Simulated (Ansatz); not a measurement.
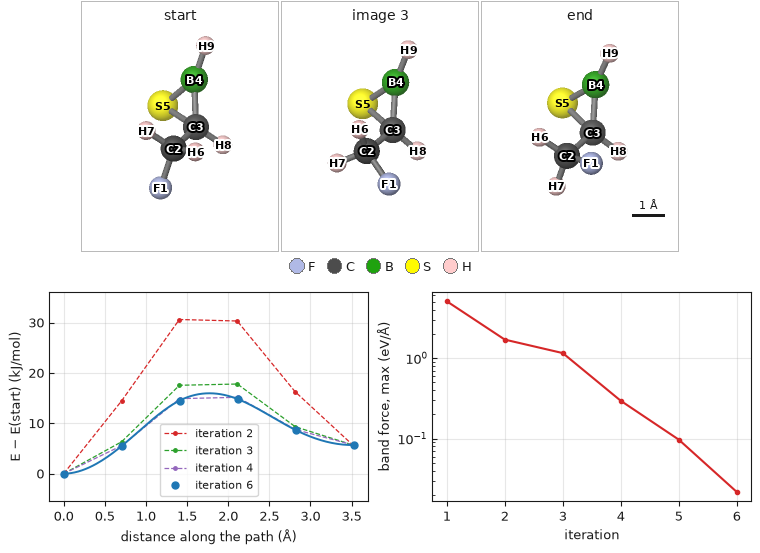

A nudged-elastic-band calculation for C₂H₄BFS. Images are numbered from 0 (start) to 5 (end). The plot follows the band through its iterations. The picture is a ball-and-stick view, seen from a free direction.

Computed with RKS r2SCANh-D4/def2-SVP (Ansatz 0.2.0). Settings: 4 movable images; no climbing image; force threshold 0.05 eV/Å; iteration limit 60; starting path through a guess of the saddle point.

Q: How did the profile develop, and is the result final?

A: The run is converged, with reservations. The band converged in 6 iterations. The largest component of the band force went from 5.1 to 0.022 eV/Å. No image climbed, so the highest image needn't lie on the saddle point, and the true maximum along this path can be higher. The first iteration put the highest image at 110.0 kJ/mol. The highest point, image 3, lies 14.8 kJ/mol above the start and 9.1 kJ/mol above the end; the end is at +5.7 kJ/mol relative to the start.

The run took 92 s on 2 threads of Arm Neoverse V1 (shared host), peak memory 0.21 GiB.
